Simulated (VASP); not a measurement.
Band structure of CeO$_{2}$ (fluorite). Method: PBE GGA with D4 dispersion, VASP's PBE PAW potentials (set 64) (plane waves; VASP).

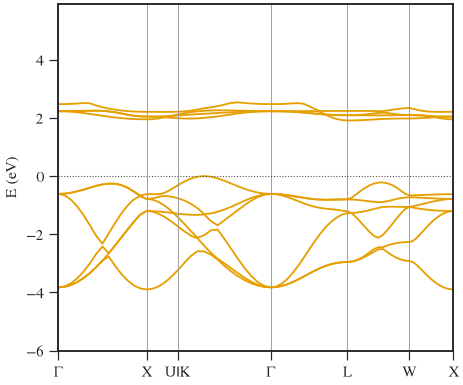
Fig. 1. Bands along high-symmetry lines, zero at the valence-band maximum or, without a gap, the Fermi level

Read the plot: is there a gap, and where are the band edges?

The gap is indirect, 1.91 eV, from the valence maximum at K-Γ at 0.29 to the conduction minimum at L. (Edges off the drawn lines would not show.)

The compound is CeO2 in the fluorite structure. It was relaxed first. The run is not spin-polarised, so no magnetic state was tried.
